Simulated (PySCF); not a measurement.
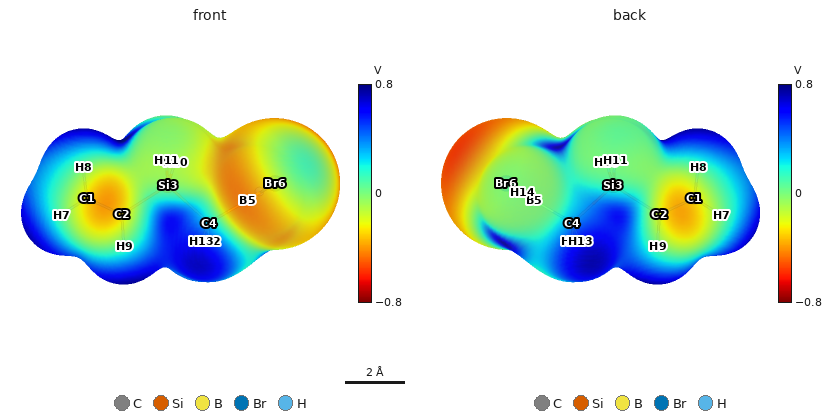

*C3H8BBrSi (SMILES C=C[SiH2]CBBr). The electrostatic potential painted on the density surface at 0.001 e/bohr³, seen from the front and from behind; the colour scale runs from red (negative) to blue (positive).*

Geometry: GFN2-xTB.

Method: PBE0/def2-SVPD, SCF density, gas phase in PySCF.

```xyz
14

C     2.8441   -0.5058    0.2888
C     1.6787   -0.0571   -0.1498
Si    0.0869   -0.1837    0.8483
C    -1.3308    0.3587   -0.3427
B    -2.6668    0.2358    0.4142
Br   -3.2485    1.6292    1.5251
H     3.7553   -0.4226   -0.2840
H     2.9370   -0.9791    1.2526
H     1.6481    0.4107   -1.1273
H     0.1234    0.7116    2.0121
H    -0.1500   -1.5610    1.3024
H    -1.0880    1.3787   -0.6459
H    -1.2681   -0.2782   -1.2248
H    -3.3220   -0.7376    0.3888
```

Q: Describe the electrostatic potential map.

A: The most negative region (about −0.6 V, or −14 kcal/mol for a unit charge) lies over Br6, the most positive (about +0.8 V, or +18 kcal/mol for a unit charge) over the B, H and Si atoms.
